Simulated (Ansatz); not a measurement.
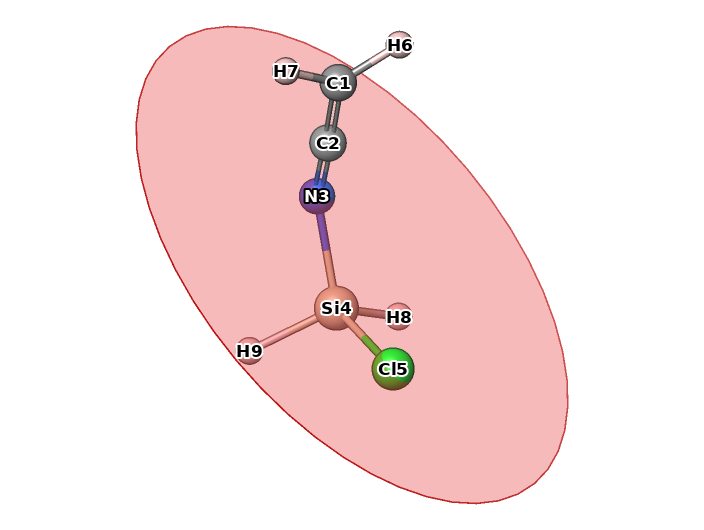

A disc through the centre of mass is drawn in. Depth is shown by fading: the farther an atom, the more it takes the colour of the background. The geometry was computed by an optimisation with PBE0-D4/def2-TZVP. No frequency run is at hand to confirm it as a minimum.

### Is the plane of the disc a mirror plane of the structure?

No. The point group is Cs, with 1 mirror plane, and this plane isn't one of its mirror planes.
